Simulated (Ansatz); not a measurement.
**Cs2SnI6 (K2PtCl6 type, space group Fm-3m): energy against volume**

Cs₂SnI₆ (K2PtCl6 type, space group Fm-3m)

```cif
data_Cs8I24Sn4
_chemical_formula_sum 'Cs8 Sn4 I24'
_space_group_name_H-M_alt 'Fm-3m'
_space_group_IT_number 225
_space_group_name_Hall '-F 4 2 3'
_cell_length_a 12.03307
_cell_length_b 12.03307
_cell_length_c 12.03307
_cell_angle_alpha 90.000
_cell_angle_beta 90.000
_cell_angle_gamma 90.000
loop_
_atom_site_label
_atom_site_type_symbol
_atom_site_symmetry_multiplicity
_atom_site_Wyckoff_symbol
_atom_site_fract_x
_atom_site_fract_y
_atom_site_fract_z
_atom_site_occupancy
Cs1 Cs 8 c 0.25000 0.25000 0.25000 1
Sn1 Sn 4 a 0.00000 0.00000 0.00000 1
I1 I 24 e 0.00000 0.00000 0.24193 1
```
(The calculation used a cell of 9 atoms; values per cell refer to that cell.)

The volume is varied about the relaxed value V₀ at fixed cell shape. The atoms relax within the cell's symmetry.

These are PBE (plane waves to 420 eV, PAW, scalar-relativistic; Ansatz, an electronic-structure program) values and carry that method's errors. k mesh 5×5×5 (Γ-centred), Fermi-Dirac smearing 0.05 eV. E stands for the smeared free energy. Cs2SnI6 was relaxed with its symmetry unable to fall. Spin-orbit coupling is left out, though I is heavy. The relaxed volume of Cs2SnI6 is well above the measured one; the method has no dispersion term. The zero of ΔE is the relaxed starting cell.

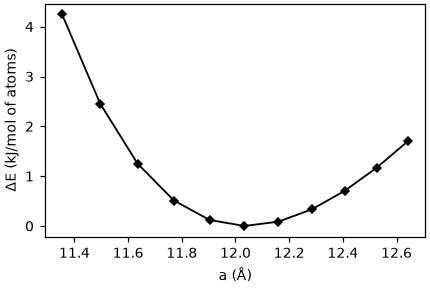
Figure. ΔE (kJ/mol of atoms) against a (Å); one marker a computed point.

The equilibrium volume of the fit is 48.44 Å³/atom and the energy cost of the largest expansion is 18 meV/atom. The pressure derivative B₀′ (fit) comes out as 7.3. The pressure for 5 % compression (fit) is 0.4 GPa and the energy cost of the largest compression is 44 meV/atom.

P = (3B₀/2)(x⁷ − x⁵)[1 + ¾(B₀′ − 4)(x² − 1)] with x = (1/0.95)^(1/3), B₀ = 7.0 GPa and B₀′ = 7.30.

(A scan under strain: stresses follow from slopes of the energy per volume, elastic moduli from its curvatures.)
